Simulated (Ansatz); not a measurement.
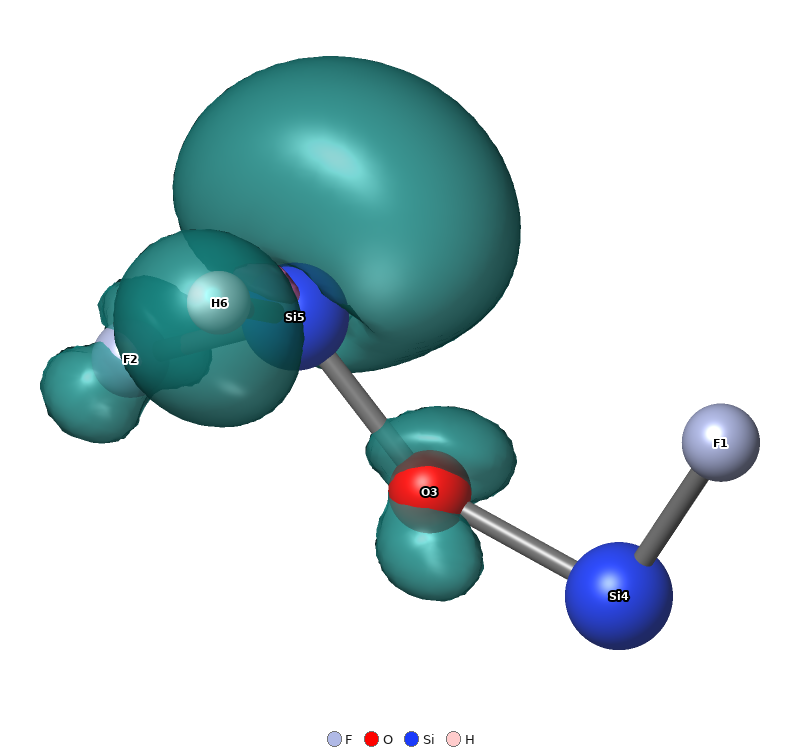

The picture shows: F2HOSi2 (doublet). Isosurfaces of the spin density (α minus β) at +0.02 (teal) and −0.02 e/Å³ (pink), seen at an oblique angle.

Geometry: PBE0-D3(BJ)/pcseg-1.

The calculation used Ansatz, isolated molecule in a Gaussian basis; Kohn-Sham density functional theory, functional PBE0.

```csv
atom,x (Å),y (Å),z (Å)
F,-2.3869,-0.2260,-2.0351
F,0.2677,2.8809,0.8297
O,-1.4591,1.8330,-0.8756
Si,-2.4789,1.4172,-2.1190
Si,-0.3967,1.4716,0.3538
H,-1.1713,0.9351,1.5167
```

Q: Which atoms carry the spin?

A: The unpaired spin (1 electron) lies mostly on Si5 (about 0.8) and H6 (about 0.1), in electrons by Hirshfeld's partition.
